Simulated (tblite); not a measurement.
# C₂H₁₂N₂Si₂: frequency calculation

The run: frequency calculation of C₂H₁₂N₂Si₂, SMILES NCCN([SiH3])[SiH3]. Method and program: GFN2-xTB harmonic vibrations, gas phase (tblite 0.8.0).

It belongs to a series of runs on one base structure; here: H on C replaced by N(SiH3)2.

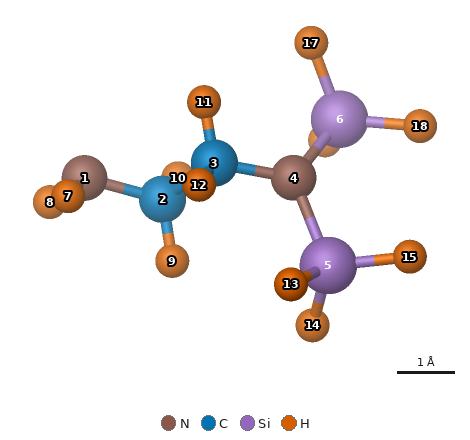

*The structure as given in the input (ball-and-stick view, seen at a tilt; atoms are numbered from 1 in the order of the input).*

Bond lengths as drawn: C–C 1.53 Å, C–H 1.09 to 1.10 Å, C–N 1.45 Å, H–N 1.01 Å, H–Si 1.46 to 1.47 Å and N–Si 1.74 Å.

Results in brief:

| quantity | value |
| --- | --- |
| outcome | converged |
| total energy | −537.1693 eV |
| zero-point energy | 85.2350 kcal/mol |
| hardware | 1 CPU thread, shared host |
| peak memory | 0.18 GiB |

Input:
```
{"job": {"kind": "ir", "xc": "GFN2-xTB", "basis": "xTB"}, "charge": 0, "multiplicity": 1}
N      2.755305     0.123061     0.532457
C      1.328787    -0.105282     0.681087
C      0.600003     0.252154    -0.615134
N     -0.837578     0.134784    -0.504187
Si    -1.516587    -1.459296    -0.612284
Si    -1.694596     1.485920     0.172645
H      3.127047    -0.460461    -0.210188
H      3.243309    -0.117691     1.388290
H      1.069822    -1.145427     0.947472
H      0.965629     0.545104     1.481924
H      0.868512     1.275945    -0.886663
H      0.954708    -0.410399    -1.411954
H     -0.736643    -2.169259    -1.629234
H     -1.446428    -2.204952     0.654032
H     -2.909846    -1.292226    -1.009497
H     -1.641406     1.515156     1.642103
H     -1.059196     2.688571    -0.365845
H     -3.079601     1.350614    -0.266682
```

The first line tells a small driver script what to run in tblite; the rest is the geometry in Å.

Launched with:
```bash
OMP_NUM_THREADS=1 python <driver script> task.json out
```

What the program printed:
```
mode    cm-1     km/mol
  1      58.6      2.39
  2      74.6      3.28
  3      86.7      0.15
  4     106.8      0.87
  5     143.5      1.16
  6     223.2      1.21
  7     260.0     35.84
  8     309.8     12.39
  9     341.7      2.11
 10     428.2      5.23
 11     549.2      6.69
 12     574.4     28.29
 13     586.4     49.32
 14     598.2    162.10
 15     664.6     39.38
 16     748.1     13.85
 17     767.8    357.52
 18     790.9      7.20
 19     802.0    493.28
 20     804.6    408.15
 21     814.9     13.91
 22     835.3    335.41
 23     913.6     76.25
 24     957.2    242.14
 25     975.9    113.33
 26    1108.0     22.49
 27    1123.7      5.81
 28    1162.6    149.05
 29    1180.5     39.40
 30    1244.3     61.59
 31    1281.7      3.73
 32    1318.5     10.87
 33    1366.5      0.84
 34    1491.6      3.97
 35    1495.0      0.33
 36    1561.9     33.36
 37    2171.2     59.59
 38    2185.7    657.39
 39    2234.5    277.92
 40    2254.4    262.00
 41    2279.7     28.62
 42    2299.0    572.41
 43    2809.1    112.96
 44    2918.8     44.44
 45    2958.0     47.74
 46    2961.8     63.01
 47    3384.2     12.04
 48    3416.0      8.93
```

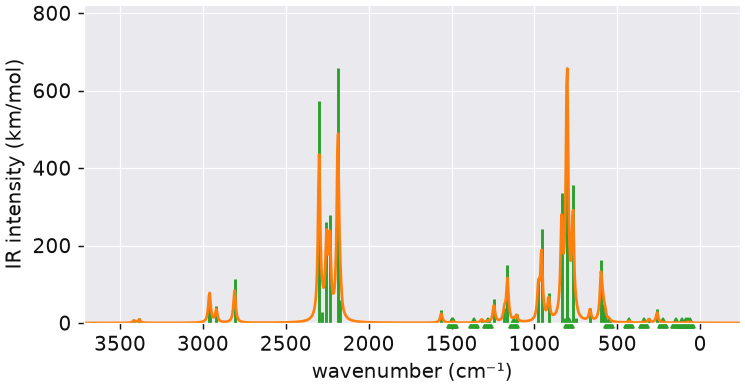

*Harmonic infrared spectrum, unscaled: sticks (degenerate modes added up, dark ones marked on the axis) with a Lorentzian envelope of 16 cm⁻¹ full width, scaled to the tallest stick.*

48 modes from 59 to 3416 cm⁻¹, none imaginary. The strongest line is at 2186 cm⁻¹ (657 km/mol).
